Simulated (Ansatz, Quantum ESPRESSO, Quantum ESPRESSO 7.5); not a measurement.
## Screening and band shifts of Y2COS MXene, 1 layer

How does Y2COS MXene, 1 layer respond to a gate-like field without added charge?

Main program and level: Quantum ESPRESSO 7.5; plane-wave DFT, PBE, GBRV ultrasoft pseudopotentials (geometry and cross-check by Ansatz 0.2.0 with PAW datasets; geometry under PBE).

## 1. Starting point

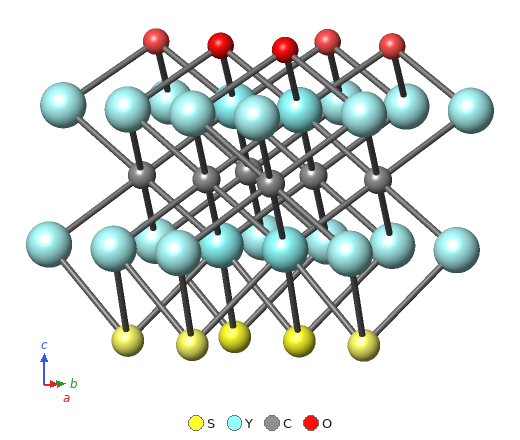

The starting structure, seen from the side, with the c axis up (sulfur yellow, yttrium teal, carbon grey, oxygen red). 2×1×1 cells are drawn. Some periodic images of atoms are drawn too.

The cell holds 5 atoms: 1 S, 2 Y, 1 C and 1 O. Cell: a = 3.478 Å, b = 3.478 Å, c = 22.897 Å, α = 90.0°, β = 90.0°, γ = 120.0°. It derives from Y2COS. Vacuum lies along c.

As a file:

```cif
data_structure
_symmetry_space_group_name_H-M 'P 1'
_symmetry_Int_Tables_number 1
_cell_length_a 3.4778
_cell_length_b 3.4778
_cell_length_c 22.8972
_cell_angle_alpha 90.000
_cell_angle_beta 90.000
_cell_angle_gamma 120.000
_cell_volume 239.84
loop_
_atom_site_label
_atom_site_type_symbol
_atom_site_fract_x
_atom_site_fract_y
_atom_site_fract_z
_atom_site_occupancy
S1 S 0.33333 0.66667 0.37122 1
Y2 Y 0.66667 0.33333 0.45393 1
C3 C 0.00000 0.00000 0.51386 1
Y4 Y 0.33333 0.66667 0.57379 1
O5 O 0.66667 0.33333 0.62878 1
```

## 2. Relaxation with Ansatz

The geometry comes first, from a plane-wave PAW code, so that the later runs on this slab share one structure.

The input, input.yaml:

```yaml
crystal:
  lattice:
    - [3.47776, 0.0, 0.0]
    - [-1.73888, 3.0118285083, 0.0]
    - [0.0, 0.0, 22.8972203095]
  atoms:
    - { symbol: S, position: [0.3333333333, 0.6666666667, 0.3712240999] }
    - { symbol: "Y", position: [0.6666666667, 0.3333333333, 0.4539272563] }
    - { symbol: C, position: [0.0, 0.0, 0.5138573012] }
    - { symbol: "Y", position: [0.3333333333, 0.6666666667, 0.5737873461] }
    - { symbol: O, position: [0.6666666667, 0.3333333333, 0.6287759001] }
kpoints:
  mp_grid: { grid: [12, 12, 1] }
hamiltonian:
  xc: pbe
scf:
  occupations: { method: fermi_dirac, width: 0.05 }
  convergence: { dr2_threshold: 1.0e-08 }
efield:
  axis: 3
  dipole_correction: true
  ramp_position: 0.97
  ramp_width: 0.04
relax:
  f_tol: 0.01
  cell: { fix: [c, alpha, beta] }
output:
  write_potential: true
  write_density: true
  volumetric_format: npy
```

Launch:

```bash
> ansatz run input.yaml --threads 4 --pin off --max-ram 8192MiB --backend cpu --events-out ev --progress --plain --runs-dir out
```

Numbers of over 12 decimals in the logs are rounded to 6 here.

What it wrote:

```text
Warning: relax.cell: scf.convergence.dr2_threshold = 1e-8 eV is looser than the 5e-10 eV advised for a relaxation that steers and ends on the stress (1e-10 eV for each atom of the cell: 5). What an SCF threshold leaves in a stress goes as its square root, and in the free energy as the threshold itself, and one threshold admits the most on a small cell: [figures from the program's tests cut] Set scf.convergence.dr2_threshold to 5e-10 eV or tighter. The threshold is an SCF's pass mark: one that does not reach it within its budget of iterations ends unconverged, or closes short of it on a stop that the run arms, and scf.convergence.dr2_threshold's page says what that costs each kind of run
Engine: ansatz 0.2.0, aarch64-unknown-linux-gnu
Pseudopotentials: kind: paw
Pseudopotential: S, paw, valence charge 6, recommended cutoff 420 eV (normal), S.paw.azcp
Pseudopotential: Y, paw, valence charge 11, recommended cutoff 420 eV (normal), Y.paw.azcp
Pseudopotential: C, paw, valence charge 4, recommended cutoff 420 eV (normal), C.paw.azcp
Pseudopotential: O, paw, valence charge 6, recommended cutoff 420 eV (normal), O.paw.azcp
Functional definition: PBE
  parameter kappa = 0.804
  parameter beta = 0.066725
  exchange = pbe_x(kappa = kappa, mu = beta*pi^2/3)
  correlation = pbe_c(beta = beta)
Crystal: 5 atoms, lattice volume = 239.835 Å³
Basis set: ecut = 420 eV, 4667 PW (Γ), exchange–correlation on 48×48×320 points (8 copies of the dense FFT grid, shifted against one another)
Bands: 24, of which v1, the nominal top of the filled ones, is band 19 counted from 1 (18 counted from 0)
Symmetry: 6 space group operations
Space group: P3m1 (ITA 156), of the structure as read, at distance tolerance 6.2e-5 Å
k-points: 19 of 144 (time reversal used)
Non-local potential: S, projectors of the file, l = 0: 2, l = 1: 2, l = 2: 2
Non-local potential: Y, projectors of the file, l = 0: 3, l = 1: 2, l = 2: 2, l = 3: 1
Non-local potential: C, projectors of the file, l = 0: 2, l = 1: 2, l = 2: 1
Non-local potential: O, projectors of the file, l = 0: 2, l = 1: 2, l = 2: 1
PAW form: soft (Blöchl's): semilocal exchange-correlation on the pseudo side does not see the compensation charge
PAW one-centre angular grid: S, 110 points (default); XC on 64 Gauss nodes
PAW one-centre angular grid: Y, 590 points (default); XC on 64 Gauss nodes
PAW one-centre angular grid: C, 110 points (default); XC on 64 Gauss nodes
PAW one-centre angular grid: O, 110 points (default); XC on 64 Gauss nodes
Initial density: superposition of atomic densities (neutral atoms: chi_scale 0, normalization atom), corrected by the library's trained network
Initial wavefunctions: pseudopotential atomic-orbital guess
Functional: x = pbe(κ = 0.804, μ = 0.219515), c = pbe(β = 0.066725)
SCF iter   1: F=—  HF=-9420.137155 eV  |F-HF|=—  |Δ(HF+E_count)|=         —  Δρ=2.21e-2  dr2=1.48e1  ethr=1.77e-3  p=-0.016 e·Å  D=-1.23e-2 V/Å  ΔV_dip=0.28 eV  dr2_dipole=5.01e0  V_vac-E_F(+/−)=7.99/7.71 eV  ⟨swp⟩=8.7  Hψ=2620  notcnv=0
efield: sawtooth ramp at fractional position 0.9700 (set: `efield.ramp_position`, or a place that a band, a saddle search or an elastic batch's reference lends), width 0.0400; the density the first Hamiltonian is built on has a dipole p = -0.016 e·Å; the dipole correction subtracts the counter field D = -1.23e-2 V/Å, which shifts the + side's vacuum level by +0.28 eV against the − side's; the planar-averaged density in the ramp window peaks in size at 5.1e-6 e/Å³
preconditioner: auto → LDOS  [metal: Δε(μ)=0.027 eV  Ē_g=13.697 eV  σ=0.050 eV  W_gap=0.13  n_scr=14 (ndim 8)  ℏωp=14.0 eV  f_vac=0.611  D(μ)=4.61/eV (n_scr^D=12)  β→1.0]
SCF iter   2: F=—  HF=-9419.863593 eV  |F-HF|=—  |Δ(HF+E_count)|=   2.74e-1  Δρ=1.39e-2  dr2=7.43e-1  ethr=1.77e-3  p=-0.050 e·Å  D=-3.78e-2 V/Å  ΔV_dip=0.87 eV  dr2_dipole=4.64e-2  V_vac-E_F(+/−)=8.30/7.44 eV  ⟨swp⟩=3.0  Hψ=933  notcnv=0
SCF iter   3: F=—  HF=-9419.769426 eV  |F-HF|=—  |Δ(HF+E_count)|=   9.42e-2  Δρ=5.52e-3  dr2=1.58e-1  ethr=1.77e-3  p=-0.058 e·Å  D=-4.41e-2 V/Å  ΔV_dip=1.01 eV  dr2_dipole=4.96e-2  V_vac-E_F(+/−)=8.27/7.26 eV  ⟨swp⟩=1.4  Hψ=473  notcnv=0
SCF iter   4: F=—  HF=-9419.754209 eV  |F-HF|=—  |Δ(HF+E_count)|=   1.52e-2  Δρ=1.32e-3  dr2=1.01e-2  ethr=4.17e-4  p=-0.075 e·Å  D=-5.63e-2 V/Å  ΔV_dip=1.29 eV  dr2_dipole=2.10e-3  V_vac-E_F(+/−)=8.34/7.05 eV  ⟨swp⟩=2.0  Hψ=789  notcnv=0
SCF iter   5: F=—  HF=-9419.751964 eV  |F-HF|=—  |Δ(HF+E_count)|=   2.25e-3  Δρ=4.57e-4  dr2=1.01e-3  ethr=2.66e-5  p=-0.081 e·Å  D=-6.11e-2 V/Å  ΔV_dip=1.40 eV  dr2_dipole=1.03e-5  V_vac-E_F(+/−)=8.35/6.95 eV  ⟨swp⟩=2.0  Hψ=672  notcnv=0
SCF iter   6: F=—  HF=-9419.751996 eV  |F-HF|=—  |Δ(HF+E_count)|=   3.24e-5  Δρ=2.01e-4  dr2=1.78e-4  ethr=2.65e-6  p=-0.082 e·Å  D=-6.20e-2 V/Å  ΔV_dip=1.42 eV  dr2_dipole=9.16e-8  V_vac-E_F(+/−)=8.35/6.93 eV  ⟨swp⟩=2.2  Hψ=626  notcnv=0
SCF iter   7: F=—  HF=-9419.752019 eV  |F-HF|=—  |Δ(HF+E_count)|=   2.29e-5  Δρ=4.28e-5  dr2=1.14e-5  ethr=4.68e-7  p=-0.083 e·Å  D=-6.28e-2 V/Å  ΔV_dip=1.44 eV  dr2_dipole=1.59e-7  V_vac-E_F(+/−)=8.35/6.91 eV  ⟨swp⟩=2.2  Hψ=708  notcnv=0
SCF iter   8: F=—  HF=-9419.751987 eV  |F-HF|=—  |Δ(HF+E_count)|=   3.24e-5  Δρ=1.52e-5  dr2=1.15e-6  ethr=2.99e-8  p=-0.083 e·Å  D=-6.29e-2 V/Å  ΔV_dip=1.44 eV  dr2_dipole=2.04e-7  V_vac-E_F(+/−)=8.35/6.91 eV  ⟨swp⟩=2.3  Hψ=711  notcnv=0
SCF iter   9: F=—  HF=-9419.752035 eV  |F-HF|=—  |Δ(HF+E_count)|=   4.79e-5  Δρ=6.67e-6  dr2=3.46e-7  ethr=3.03e-9  p=-0.083 e·Å  D=-6.29e-2 V/Å  ΔV_dip=1.44 eV  dr2_dipole=2.12e-8  V_vac-E_F(+/−)=8.35/6.91 eV  ⟨swp⟩=2.1  Hψ=732  notcnv=0
SCF iter  10: F=—  HF=-9419.752035 eV  |F-HF|=—  |Δ(HF+E_count)|=   7.76e-8  Δρ=2.77e-6  dr2=4.53e-8  ethr=9.12e-10  p=-0.083 e·Å  D=-6.29e-2 V/Å  ΔV_dip=1.44 eV  dr2_dipole=2.05e-10  V_vac-E_F(+/−)=8.35/6.91 eV  ⟨swp⟩=1.0  Hψ=456  notcnv=0
SCF iter  11: F=-9419.752035 eV  HF=-9419.752035 eV  |F-HF|=9.71e-9  |Δ(HF+E_count)|=   4.74e-8  Δρ=8.44e-7  dr2=5.73e-9  ethr=2.63e-11  p=-0.083 e·Å  D=-6.29e-2 V/Å  ΔV_dip=1.44 eV  dr2_dipole=4.04e-10  V_vac-E_F(+/−)=8.35/6.91 eV  ⟨swp⟩=9.8  Hψ=3251  notcnv=0
SCF 1 converged in 11 iterations: F = -9419.752035 eV  dr2 = 5.73e-9
  greatest PAW one-centre occupation: 0.993 electrons in one spin orbital (limit 2), on the Y atom at site 3 (counted from 0), in its partial waves of l = 0
[...]
relax step   6: F+E_penalty+E_count = -9421.41759023 eV  Δ(F+E_penalty+E_count) = -1.783e-3 eV  max|allowed force component| = 1.728e-2 eV/Å  Δτ_max = 0.0160 Å  P = -0.035 GPa  Ω = 261.249 Å³  energy of the carried Pulay correction = -8.852e-3 eV  fix = [c, alpha, beta]  reactions: c -0.060 GPa  (9 SCF iters, accepted)
relax step   7: F+E_penalty+E_count = -9421.41769925 eV  Δ(F+E_penalty+E_count) = -1.090e-4 eV  max|allowed force component| = 5.973e-3 eV/Å  Δτ_max = 0.0023 Å  P = -0.015 GPa  Ω = 261.082 Å³  energy of the carried Pulay correction = -8.786e-3 eV  fix = [c, alpha, beta]  reactions: c -0.046 GPa  (7 SCF iters, accepted)
relax step   8: F+E_penalty+E_count = -9421.43265632 eV  Δ(F+E_penalty+E_count) = -1.496e-2 eV  max|allowed force component| = 5.256e-3 eV/Å  Δτ_max = 0.0000 Å  P = +0.070 GPa  Ω = 261.082 Å³  fix = [c, alpha, beta]  reactions: c -0.000 GPa  stress off target by 1.06e-1 GPa on what of the cell is left free  SCF on the basis re-selected at this cell (its energy is not comparable with the rows above)  (6 SCF iters)
relax step   9: F+E_penalty+E_count = -9421.43249386 eV  Δ(F+E_penalty+E_count) = +1.625e-4 eV  max|allowed force component| = 1.193e-2 eV/Å  Δτ_max = 0.0110 Å  P = +0.021 GPa  Ω = 262.118 Å³  energy of the carried Pulay correction = -4.087e-4 eV  fix = [c, alpha, beta]  reactions: c +0.044 GPa  (8 SCF iters, accepted)
relax step  10: F+E_penalty+E_count = -9421.43259754 eV  Δ(F+E_penalty+E_count) = -1.037e-4 eV  max|allowed force component| = 6.217e-4 eV/Å  Δτ_max = 0.0043 Å  P = +0.000 GPa  Ω = 261.995 Å³  energy of the carried Pulay correction = -3.596e-4 eV  fix = [c, alpha, beta]  reactions: c +0.002 GPa  (8 SCF iters, accepted)
iter 1 solved again at ethr=3.62e-7 eV; its pass at ethr=3.10e-3 eV (dr2=1.38e-4 eV) is discarded
SCF iter   1: F=—  HF=-9421.432863 eV  |F-HF|=—  |Δ(HF+E_count)|=         —  Δρ=1.43e-5  dr2=6.15e-8  ethr=3.62e-7  p=0.105 e·Å  D=7.24e-2 V/Å  ΔV_dip=-1.66 eV  dr2_dipole=4.20e-9  V_vac-E_F(+/−)=5.12/6.78 eV  ⟨swp⟩=4.1  Hψ=3711  notcnv=0
efield: sawtooth ramp at fractional position 0.9700 (set: `efield.ramp_position`, or a place that a band, a saddle search or an elastic batch's reference lends), width 0.0400; the density the first Hamiltonian is built on has a dipole p = 0.105 e·Å; the dipole correction subtracts the counter field D = 7.24e-2 V/Å, which shifts the + side's vacuum level by -1.66 eV against the − side's; the planar-averaged density in the ramp window peaks in size at 1.4e-6 e/Å³
eigensolver tolerance schedule: the retry pair's looser diagonalisation over-reported the residual by 2237.05 of it (diagonalisation noise at 0.35 of the residual, at the tolerance the schedule requests for it); recorded, not acted on — ethr = c·dr2/N_el stays at c = 1.0e-1
preconditioner: auto → LDOS  [metal: Δε(μ)=0.007 eV  Ē_g=8.096 eV  σ=0.050 eV  W_gap=0.04  n_scr=14 (ndim 8)  ℏωp=10.8 eV  f_vac=0.622  D(μ)=4.86/eV (n_scr^D=12)  β→1.0]
SCF iter   2: F=—  HF=-9421.432957 eV  |F-HF|=—  |Δ(HF+E_count)|=   9.34e-5  Δρ=3.24e-6  dr2=1.82e-8  ethr=1.62e-10  p=0.105 e·Å  D=7.24e-2 V/Å  ΔV_dip=-1.66 eV  dr2_dipole=1.63e-10  V_vac-E_F(+/−)=5.12/6.78 eV  ⟨swp⟩=3.1  Hψ=1176  notcnv=0
SCF iter   3: F=-9421.432957 eV  HF=-9421.432956 eV  |F-HF|=4.07e-7  |Δ(HF+E_count)|=   4.00e-7  Δρ=1.15e-6  dr2=2.92e-9  ethr=2.63e-11  p=0.105 e·Å  D=7.24e-2 V/Å  ΔV_dip=-1.66 eV  dr2_dipole=2.50e-11  V_vac-E_F(+/−)=5.12/6.78 eV  ⟨swp⟩=13.6  Hψ=3625  notcnv=0
SCF 11 converged in 3 iterations: F = -9421.432957 eV  dr2 = 2.92e-9
relax step  11: F+E_penalty+E_count = -9421.43295664 eV  Δ(F+E_penalty+E_count) = -3.591e-4 eV  max|allowed force component| = 6.041e-4 eV/Å  Δτ_max = 0.0000 Å  P = +0.001 GPa  Ω = 261.995 Å³  fix = [c, alpha, beta]  reactions: c +0.002 GPa  stress off target by 6.13e-4 GPa on what of the cell is left free  SCF on the basis re-selected at this cell (its energy is not comparable with the rows above)  (3 SCF iters)
basis re-selected at this cell: Δ(F+E_penalty+E_count) = -3.591e-4 eV, ΔP = +0.001 GPa vs the last step (what re-selecting the basis moved, of the pressure what is left beyond the Pulay correction that the steps carried, after the strain that the cell walked since its last selection, with what the two solves' SCF thresholds leave and, on support functions, any second-order correction that the steps lacked; it is no m [...]
WARN: The output density's exchange-correlation potential varies sharply where the density is thin. Do not read a vacuum level from v_tot or v_xc, or from such a field of the output density. On a cell that repeats whose density bears no net charge and no dipole along the vacuum's axis use v_es (v_loc + v_h of the components); under efield.dipole_correction with no amplitude use v_es + v_field, which holds any externa [...]
SCF converged after 3 iterations
Free energy (F): -9421.432957 eV
Harris-Foulkes:  -9421.432956 eV  (|F-HF|=4.07e-7)
Internal energy: -9421.394518 eV  (E = F + TS)
E sigma→0 (E₀):  -9421.413737 eV
Entropy (-TS):   -0.038438 eV (-7.688 meV/atom)
Fermi energy:    -1.114177 eV
Dipole field:    D = 0.072401 V/Å  (p = 0.104827 e·Å, saw-weighted, corrected)
Work function:   Φ+ = 5.1221 eV   Φ− = 6.7799 eV
Levels:          The Fermi level and band energies are counted from a zero that moves with the ramp; work functions are not
--- Per-component energies (eV) ---
  E_band       = -555.316500
  E_kinetic    = 976.739029
  E_local      = -22704.081895  (includes V_loc(G=0)·N_el)
  E_nonlocal   = 203.108745
  E_hartree    = 10881.018562
  E_xc         = -566.063131
  E_vxc        = -639.679065  (∫ρ·V_xc dr)
  E_paw        = -6507.000725  (= ΣΔE_a)
  E_vpaw       = -152.130128  (= ΣTr[D̂ρ^β])
  E_aug_tail   = 0.002433  (compensation charges beyond the density's cutoff)
  E_efield     = 0.003795  (sawtooth field / dipole correction)
  E_vefield    = -1.309942  (∫n·V_field dr)
  E_ewald      = 8294.878669
  E_smearing   = -0.038438  (= −TS)
  E_closure    = 0.000000  (closes the sum)
  Σ components = -9421.432957   (vs F -9421.432957, Δ=0.00e0)
--- Forces (eV/Å), atoms counted from 1 ---
  atom   1  S      0.00000000     0.00000000    -0.00060315
  atom   2  Y     -0.00000000    -0.00000000    -0.00005713
  atom   3  C      0.00000000    -0.00000000     0.00022246
  atom   4  Y      0.00000000     0.00000000     0.00012165
  atom   5  O      0.00000000     0.00000000     0.00032107
  max |Σ_I F_I| component: 4.90e-6 eV/Å
--- Stress (GPa, compression-positive) ---
        0.000613      -0.000000       0.000000
        0.000000       0.000613       0.000000
        0.000000       0.000000       0.001678
  P = ⅓ Tr σ = 0.0010 GPa (0.010 kbar)
--- Band table (eV; the first three rows and the last of 19) ---
  k-point 0: bands = [... 15 lower, -1.9250, -1.9250, -1.1533, -0.2108, -0.2108, 2.7035, 2.9271, 3.0263, ... 1 higher]
  k-point 1: bands = [... 15 lower, -2.1524, -1.9081, -0.9670, -0.5638, -0.3312, 2.7040, 2.9156, 3.0837, ... 1 higher]
  k-point 2: bands = [... 15 lower, -2.4181, -1.8805, -1.3803, -0.7570, -0.5854, 2.3977, 3.1383, 3.2774, ... 1 higher]
  k-point 18: bands = [... 15 lower, -2.8484, -2.5444, -2.2290, -1.8020, -1.4355, 2.7311, 3.6869, 3.8423, ... 1 higher]
--- Relaxed structure (9 steps of the walk, 9 accepted, 2 SCFs on fresh bases) ---
  F+E_penalty+E_count = -9421.43295664 eV   max|allowed force component| = 6.041e-4 eV/Å   (the final SCF, on the basis selected at the relaxed cell)
  cell:  # Å, volume = 261.9954 Å³
    - [3.634881, 0, 0]
    - [-1.817440, 3.147899, 0]
    - [0, 0, 22.8972203095]
  atoms:
    - { symbol: S, position: [0.333333, 0.666667, 0.378385] }
    - { symbol: Y, position: [0.666667, 0.333333, 0.449157] }
    - { symbol: C, position: [-2.256850767471256e-18, 0, 0.509226] }
    - { symbol: Y, position: [0.333333, 0.666667, 0.587599] }
    - { symbol: O, position: [0.666667, 0.333333, 0.617205] }
```

It took 28 s on 4 threads of Arm Neoverse V2, shared host; peak memory 0.58 GiB.

The steps of the relaxation:

```
step  energy less that of the first step (eV)  largest force component (eV/Å)  pressure (GPa)  volume (Å³)
   1                                   0.0000                          5.5118            1.88       239.84
   2                                  -1.2314                          2.6045            1.18       242.85
   3                                  -1.6179                          0.5489            1.33       253.20
   4                                  -1.6612                          0.2512            0.08       260.24
   5                                  -1.6638                          0.1518            0.08       260.47
   6                                  -1.6656                          0.0173           -0.03       261.25
   7                                  -1.6657                          0.0060           -0.01       261.08
  8*                                  -1.6806                          0.0053            0.07       261.08
   9                                  -1.6805                          0.0119            0.02       262.12
  10                                  -1.6806                          0.0006            0.00       262.00
 11*                                  -1.6809                          0.0006            0.00       262.00
```

Relaxation steps marked * repeat the geometry before them on a plane-wave basis chosen anew for their cell, so energy and pressure can jump there.

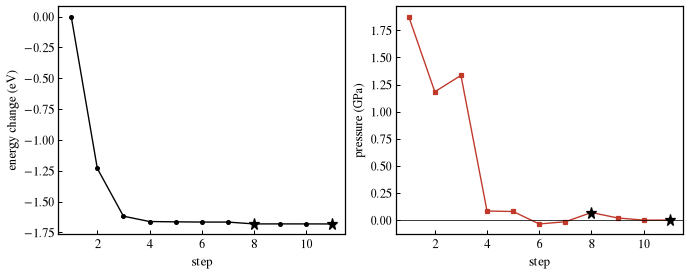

Energy and pressure along the relaxation. Stars mark steps on a basis chosen anew.

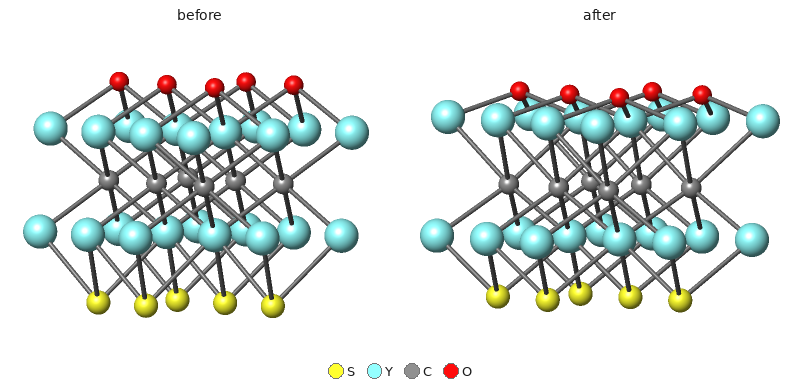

Before and after, at one scale.

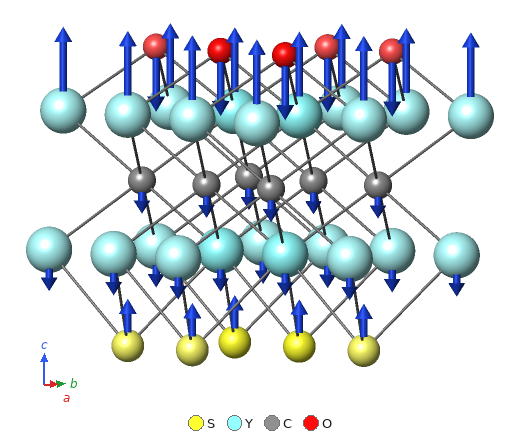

Displacements in the relaxation, exaggerated, measured against the changing cell; the longest in the cell stands for 0.32 Å. 2×1×1 cells are drawn. Some periodic images of atoms are drawn too.

```
cell as run  before  after  change
      a (Å)   3.478  3.635  +4.5 %
      b (Å)   3.478  3.635  +4.5 %
```

The atoms that moved most (Å, along periodic axes as changes of fractional coordinates times the final cell, across vacuum about the mean position):

```
atom     dx     dy      dz  length
  Y4  0.000  0.000   0.316   0.316
  O5  0.000  0.000  -0.265   0.265
  S1  0.000  0.000   0.164   0.164
  Y2  0.000  0.000  -0.109   0.109
  C3  0.000  0.000  -0.106   0.106
```

Final coordinates:

```xyz
5
Lattice="3.6349 0.0000 0.0000 -1.8174 3.1479 0.0000 0.0000 0.0000 22.8972" Properties=species:S:1:pos:R:3
S     0.0000    2.0986    8.6640
Y     1.8174    1.0493   10.2844
C     0.0000    0.0000   11.6599
Y     0.0000    2.0986   13.4544
O     1.8174    1.0493   14.1323
```

Numbers from this step:

- free energy: -9421.4330 eV
- energy at zero smearing: -9421.4137 eV
- smearing term TS: 0.03844 eV
- Fermi energy: -1.114 eV
- symmetry operations: 6
- work function of the upper face: 5.122 eV
- work function of the lower face: 6.780 eV
- dipole along the normal: 0.1048 e·Å

[end of part 1 of 6]

[Logs are printed without paths, hosts, clocks, repeated set-up lines and the standing remarks that a program may print on its own settings, such as how far it seeks lower states.]

[Hosts, paths, dates, database ids (printed as entryN), source tags and the programs' standing remarks are cut or masked in the printed files.]

[Maps of the electrostatic potential energy from Ansatz leave out the sawtooth potential of an applied field or a dipole correction, so their vacuum need not be flat; planar profiles and work functions include it.]
